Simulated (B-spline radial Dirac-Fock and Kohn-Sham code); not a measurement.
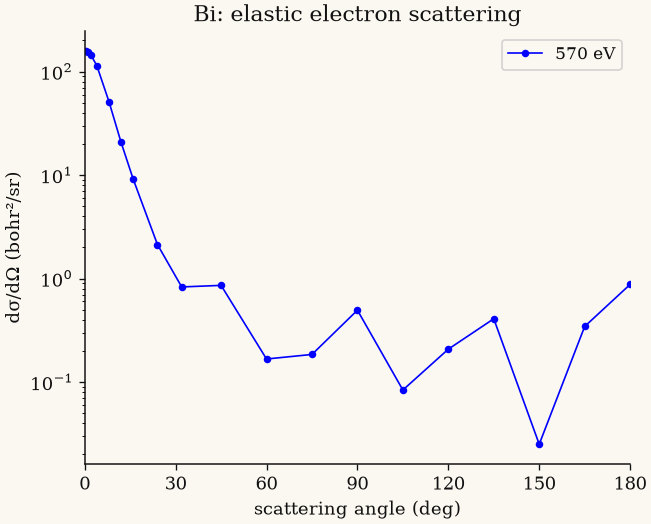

Differential cross section for elastic electron scattering against angle at 570 eV, computed at the marked angles. Species: neutral bismuth. Method: Dirac partial waves in the static Dirac–Fock field with Furness–McCarthy exchange, no polarisation or absorption (computed with a radial B-spline solver).

### Where are the minima at 570 eV?

Near 60° (0.17 bohr²/sr), 105° (0.084 bohr²/sr) and 150° (0.025 bohr²/sr), to the spacing of the grid.

### What does this calculation give for the integrated and first transport cross sections at 570 eV, and for the share scattered backwards?

15.1 and 3.53 bohr²; 9.9 % goes into the backward hemisphere.
